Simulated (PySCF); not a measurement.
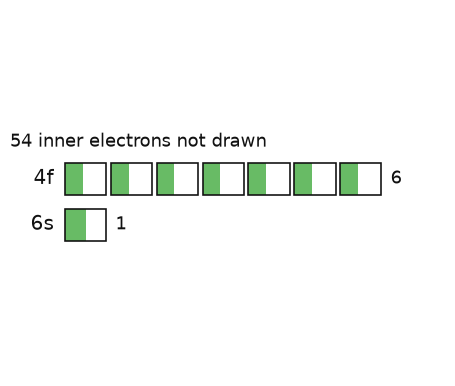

Fig. 1: The outer shells of the nominal configuration: a box for each of the 2l + 1 orbitals, shaded by the share of the shell that is filled, with the electron count at the right.

**Atomic calculation, with input and output: Pm**

Pm, configuration 1s2 2s2 2p6 3s2 3p6 3d10 4s2 4p6 4d10 4f6 5s2 5p6 6s1, multiplicity 8. Level asked for: unrestricted CCSD(T), cc-pVDZ-X2C, spin-free X2C-1e, Gaussian nucleus (PySCF).

## Outcome

```
        quantity                      value
         outcome              not converged
CCSD correlation          −0.445813 hartree
   T1 diagnostic                      0.042
        hardware  1 CPU thread, shared host
        CPU time     27 s (integrals apart)
```

## What went wrong

The run did not meet its convergence test, so its last values are not results. This is not the ground configuration of the species. Caveats: T1 above 0.03.

## The input
```python
from pyscf import gto, scf, dft, mp, cc
import basis_set_exchange as bse
mol = gto.M(atom="Pm 0 0 0", charge=0, spin=7, symmetry="D2h",
            basis=gto.basis.parse(bse.get_basis("cc-pVDZ-X2C", elements=["Pm"], fmt="nwchem")),
            nucmod="G")
mf = scf.UHF(mol).sfx2c1e()
mf.irrep_nelec = {'Ag': (10, 9), 'B1g': (2, 2), 'B2g': (2, 2), 'B3g': (2, 2), 'Au': (1, 0), 'B1u': (6, 4), 'B2u': (6, 4), 'B3u': (5, 4)}
mf.kernel()
mycc = cc.CCSD(mf, frozen=23).run()
mycc.ccsd_t()
```

The script is an equivalent of what the driver set up; the driver started from orbitals of its own, so the log can be shorter than this script's would be, and it computed the properties (radii, ⟨L²⟩, response) afterwards. It held the occupations shell by shell, which the script's counts by irreducible representation don't always enforce.

## The program's output (extracts)
```
CC2 = 0
CCSD nocc = (np.int64(11), np.int64(4)), nmo = (61, 61)
frozen orbitals [[0, 1, 2, 3, 4, 5, 6, 7, 8, 9, 10, 11, 12, 13, 14, 15, 16, 17, 18, 19, 20, 21, 22], [0, 1, 2, 3, 4, 5, 6, 7, 8, 9, 10, 11, 12, 13, 14, 15, 16, 17, 18, 19, 20, 21, 22]]
max_cycle = 100
direct = 0
conv_tol = 1e-08
conv_tol_normt = 1e-06
diis_space = 8
diis_start_cycle = 0
Init t2, MP2 energy = -0.459419084700554
Init E_corr(UCCSD) = -0.459419084730257
cycle = 1  E_corr(UCCSD) = -0.415724034325351  dE = 0.0436950504  norm(t1,t2) = 0.200828
cycle = 2  E_corr(UCCSD) = -0.449501351330979  dE = -0.033777317  norm(t1,t2) = 0.115991
cycle = 3  E_corr(UCCSD) = -0.443987743453192  dE = 0.00551360788  norm(t1,t2) = 0.166754
cycle = 4  E_corr(UCCSD) = -0.444161389649074  dE = -0.000173646196  norm(t1,t2) = 0.0694674
cycle = 5  E_corr(UCCSD) = -0.443375788635064  dE = 0.000785601014  norm(t1,t2) = 0.107377
cycle = 6  E_corr(UCCSD) = -0.444570142842303  dE = -0.00119435421  norm(t1,t2) = 0.0969342
cycle = 7  E_corr(UCCSD) = -0.445575087677248  dE = -0.00100494483  norm(t1,t2) = 0.0213842
cycle = 8  E_corr(UCCSD) = -0.446088822634528  dE = -0.000513734957  norm(t1,t2) = 0.0120058
cycle = 9  E_corr(UCCSD) = -0.445855335516619  dE = 0.000233487118  norm(t1,t2) = 0.00542188
cycle = 10  E_corr(UCCSD) = -0.445633904053191  dE = 0.000221431463  norm(t1,t2) = 0.00411603
cycle = 11  E_corr(UCCSD) = -0.445698103960424  dE = -6.41999072e-05  norm(t1,t2) = 0.00331307
cycle = 12  E_corr(UCCSD) = -0.445723448794091  dE = -2.53448337e-05  norm(t1,t2) = 0.0030088
cycle = 13  E_corr(UCCSD) = -0.445784002398776  dE = -6.05536047e-05  norm(t1,t2) = 0.00323396
cycle = 14  E_corr(UCCSD) = -0.445734273850026  dE = 4.97285488e-05  norm(t1,t2) = 0.00307966
cycle = 15  E_corr(UCCSD) = -0.445751428421175  dE = -1.71545711e-05  norm(t1,t2) = 0.00341449
cycle = 16  E_corr(UCCSD) = -0.44583712622401  dE = -8.56978028e-05  norm(t1,t2) = 0.00319034
cycle = 17  E_corr(UCCSD) = -0.445836393206503  dE = 7.33017507e-07  norm(t1,t2) = 0.0020095
cycle = 18  E_corr(UCCSD) = -0.445780524818266  dE = 5.58683882e-05  norm(t1,t2) = 0.00162227
cycle = 19  E_corr(UCCSD) = -0.445777912758147  dE = 2.61206012e-06  norm(t1,t2) = 0.000692974
cycle = 20  E_corr(UCCSD) = -0.445794303936995  dE = -1.63911788e-05  norm(t1,t2) = 0.00060724
cycle = 21  E_corr(UCCSD) = -0.445815654081895  dE = -2.13501449e-05  norm(t1,t2) = 0.000494164
cycle = 22  E_corr(UCCSD) = -0.445815364330166  dE = 2.8975173e-07  norm(t1,t2) = 0.000413376
cycle = 23  E_corr(UCCSD) = -0.445821938615088  dE = -6.57428492e-06  norm(t1,t2) = 0.000273037
cycle = 24  E_corr(UCCSD) = -0.445813760418244  dE = 8.17819684e-06  norm(t1,t2) = 0.000230847
cycle = 25  E_corr(UCCSD) = -0.44580978609917  dE = 3.97431907e-06  norm(t1,t2) = 0.00017726
cycle = 26  E_corr(UCCSD) = -0.445811190590294  dE = -1.40449112e-06  norm(t1,t2) = 0.000179484
cycle = 27  E_corr(UCCSD) = -0.445811143939801  dE = 4.66504929e-08  norm(t1,t2) = 0.000129115
cycle = 28  E_corr(UCCSD) = -0.445813123268601  dE = -1.9793288e-06  norm(t1,t2) = 8.17829e-05
cycle = 29  E_corr(UCCSD) = -0.445812302310688  dE = 8.20957913e-07  norm(t1,t2) = 7.09665e-05
cycle = 30  E_corr(UCCSD) = -0.445812495395238  dE = -1.9308455e-07  norm(t1,t2) = 4.16705e-05
cycle = 31  E_corr(UCCSD) = -0.445812590695294  dE = -9.53000558e-08  norm(t1,t2) = 4.41461e-05
cycle = 32  E_corr(UCCSD) = -0.445812296425064  dE = 2.9427023e-07  norm(t1,t2) = 4.6809e-05
cycle = 33  E_corr(UCCSD) = -0.445812123338699  dE = 1.73086365e-07  norm(t1,t2) = 4.6519e-05
cycle = 34  E_corr(UCCSD) = -0.445812711511951  dE = -5.88173252e-07  norm(t1,t2) = 3.66947e-05
cycle = 35  E_corr(UCCSD) = -0.44581225381168  dE = 4.5770027e-07  norm(t1,t2) = 3.19938e-05
cycle = 36  E_corr(UCCSD) = -0.44581268013421  dE = -4.2632253e-07  norm(t1,t2) = 2.5515e-05
cycle = 37  E_corr(UCCSD) = -0.445812905258024  dE = -2.25123814e-07  norm(t1,t2) = 2.63802e-05
cycle = 38  E_corr(UCCSD) = -0.445813061382114  dE = -1.5612409e-07  norm(t1,t2) = 1.4691e-05
cycle = 39  E_corr(UCCSD) = -0.445813067679905  dE = -6.29779123e-09  norm(t1,t2) = 1.45575e-05
cycle = 40  E_corr(UCCSD) = -0.445813031835069  dE = 3.58448362e-08  norm(t1,t2) = 1.19757e-05
cycle = 41  E_corr(UCCSD) = -0.44581306833005  dE = -3.64949804e-08  norm(t1,t2) = 1.03908e-05
cycle = 42  E_corr(UCCSD) = -0.445813130503342  dE = -6.21732926e-08  norm(t1,t2) = 9.5437e-06
cycle = 43  E_corr(UCCSD) = -0.44581304579722  dE = 8.4706122e-08  norm(t1,t2) = 8.40369e-06
cycle = 44  E_corr(UCCSD) = -0.445812958303389  dE = 8.7493831e-08  norm(t1,t2) = 9.21352e-06
cycle = 45  E_corr(UCCSD) = -0.445813135884371  dE = -1.77580982e-07  norm(t1,t2) = 8.95268e-06
cycle = 46  E_corr(UCCSD) = -0.445813186933303  dE = -5.10489314e-08  norm(t1,t2) = 7.84706e-06
cycle = 47  E_corr(UCCSD) = -0.44581319695805  dE = -1.00247469e-08  norm(t1,t2) = 7.03161e-06
cycle = 48  E_corr(UCCSD) = -0.445813216701038  dE = -1.97429887e-08  norm(t1,t2) = 7.53303e-06
cycle = 49  E_corr(UCCSD) = -0.44581321576024  dE = 9.40797884e-10  norm(t1,t2) = 7.80791e-06
cycle = 50  E_corr(UCCSD) = -0.445813218626821  dE = -2.86658058e-09  norm(t1,t2) = 7.49094e-06
cycle = 51  E_corr(UCCSD) = -0.445813109541764  dE = 1.09085057e-07  norm(t1,t2) = 7.34121e-06
cycle = 52  E_corr(UCCSD) = -0.445813107032121  dE = 2.50964299e-09  norm(t1,t2) = 8.30084e-06
cycle = 53  E_corr(UCCSD) = -0.445813102219601  dE = 4.81251994e-09  norm(t1,t2) = 9.10313e-06
cycle = 54  E_corr(UCCSD) = -0.445813138210708  dE = -3.59911068e-08  norm(t1,t2) = 8.82775e-06
cycle = 55  E_corr(UCCSD) = -0.445813172584037  dE = -3.43733296e-08  norm(t1,t2) = 8.15996e-06
cycle = 56  E_corr(UCCSD) = -0.445813182387974  dE = -9.80393661e-09  norm(t1,t2) = 8.97533e-06
cycle = 57  E_corr(UCCSD) = -0.445813148004099  dE = 3.43838746e-08  norm(t1,t2) = 9.17105e-06
cycle = 58  E_corr(UCCSD) = -0.445813086679908  dE = 6.13241916e-08  norm(t1,t2) = 8.70136e-06
cycle = 59  E_corr(UCCSD) = -0.445813085454969  dE = 1.22493848e-09  norm(t1,t2) = 8.12239e-06
cycle = 60  E_corr(UCCSD) = -0.445813088821753  dE = -3.36678352e-09  norm(t1,t2) = 7.20755e-06
cycle = 61  E_corr(UCCSD) = -0.445813116966732  dE = -2.81449786e-08  norm(t1,t2) = 7.04586e-06
cycle = 62  E_corr(UCCSD) = -0.445813115986837  dE = 9.79894277e-10  norm(t1,t2) = 8.08229e-06
cycle = 63  E_corr(UCCSD) = -0.44581310857348  dE = 7.41335715e-09  norm(t1,t2) = 8.05017e-06
cycle = 64  E_corr(UCCSD) = -0.445813088670333  dE = 1.99031475e-08  norm(t1,t2) = 8.25704e-06
cycle = 65  E_corr(UCCSD) = -0.445813081622414  dE = 7.04791847e-09  norm(t1,t2) = 8.25461e-06
cycle = 66  E_corr(UCCSD) = -0.445813114123043  dE = -3.25006285e-08  norm(t1,t2) = 8.89432e-06
cycle = 67  E_corr(UCCSD) = -0.445813153271272  dE = -3.9148229e-08  norm(t1,t2) = 7.36684e-06
cycle = 68  E_corr(UCCSD) = -0.445813113985973  dE = 3.92852987e-08  norm(t1,t2) = 6.36814e-06
cycle = 69  E_corr(UCCSD) = -0.445813109521377  dE = 4.46459564e-09  norm(t1,t2) = 7.47703e-06
cycle = 70  E_corr(UCCSD) = -0.445813125890279  dE = -1.63689017e-08  norm(t1,t2) = 7.5199e-06
cycle = 71  E_corr(UCCSD) = -0.445813138013004  dE = -1.21227245e-08  norm(t1,t2) = 7.54535e-06
cycle = 72  E_corr(UCCSD) = -0.445813138061895  dE = -4.88913909e-11  norm(t1,t2) = 7.51876e-06
cycle = 73  E_corr(UCCSD) = -0.445813110541925  dE = 2.75199701e-08  norm(t1,t2) = 7.95805e-06
cycle = 74  E_corr(UCCSD) = -0.44581313617223  dE = -2.5630305e-08  norm(t1,t2) = 7.09447e-06
cycle = 75  E_corr(UCCSD) = -0.445813168868511  dE = -3.2696281e-08  norm(t1,t2) = 6.14384e-06
cycle = 76  E_corr(UCCSD) = -0.445813187225257  dE = -1.83567459e-08  norm(t1,t2) = 4.79133e-06
cycle = 77  E_corr(UCCSD) = -0.44581319660072  dE = -9.37546285e-09  norm(t1,t2) = 4.08653e-06
cycle = 78  E_corr(UCCSD) = -0.445813193152884  dE = 3.44783613e-09  norm(t1,t2) = 4.19418e-06
cycle = 79  E_corr(UCCSD) = -0.445813199078323  dE = -5.92543942e-09  norm(t1,t2) = 4.18626e-06
cycle = 80  E_corr(UCCSD) = -0.445813201741533  dE = -2.66320971e-09  norm(t1,t2) = 4.17912e-06
cycle = 81  E_corr(UCCSD) = -0.445813199880027  dE = 1.86150556e-09  norm(t1,t2) = 4.24225e-06
cycle = 82  E_corr(UCCSD) = -0.445813200610646  dE = -7.30619121e-10  norm(t1,t2) = 4.24094e-06
cycle = 83  E_corr(UCCSD) = -0.445813207549996  dE = -6.93934948e-09  norm(t1,t2) = 4.0324e-06
cycle = 84  E_corr(UCCSD) = -0.445813201512357  dE = 6.03763894e-09  norm(t1,t2) = 4.38217e-06
cycle = 85  E_corr(UCCSD) = -0.44581324382389  dE = -4.23115333e-08  norm(t1,t2) = 4.4456e-06
cycle = 86  E_corr(UCCSD) = -0.445813222712336  dE = 2.11115541e-08  norm(t1,t2) = 3.90351e-06
cycle = 87  E_corr(UCCSD) = -0.445813217417098  dE = 5.29523825e-09  norm(t1,t2) = 3.8707e-06
cycle = 88  E_corr(UCCSD) = -0.445813211895817  dE = 5.52128054e-09  norm(t1,t2) = 3.9498e-06
cycle = 89  E_corr(UCCSD) = -0.445813214982098  dE = -3.08628056e-09  norm(t1,t2) = 4.27879e-06
cycle = 90  E_corr(UCCSD) = -0.445813218310027  dE = -3.32792915e-09  norm(t1,t2) = 4.25704e-06
cycle = 91  E_corr(UCCSD) = -0.445813210124795  dE =
```

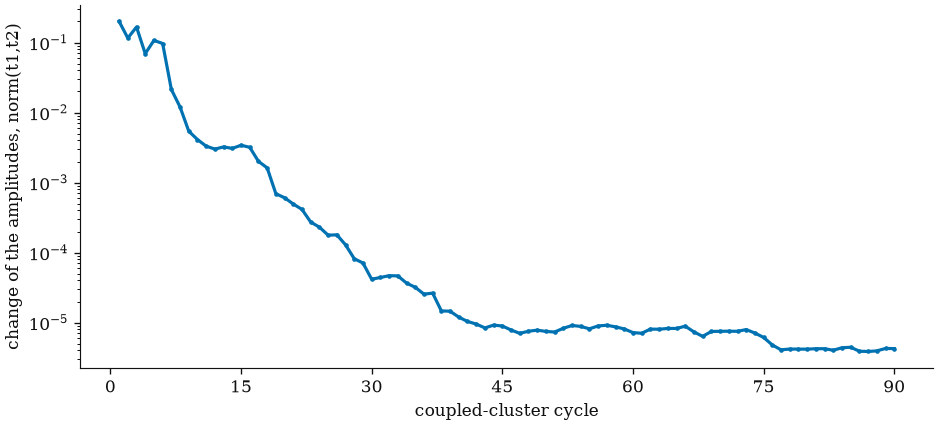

Fig. 2: Convergence: change of the amplitudes, norm(t1,t2) against the coupled-cluster cycle. The residual stalls around 8 × 10⁻⁶ from about step 38 on. It goes from 0.20 to 4.3×10⁻⁶ in 90 steps.
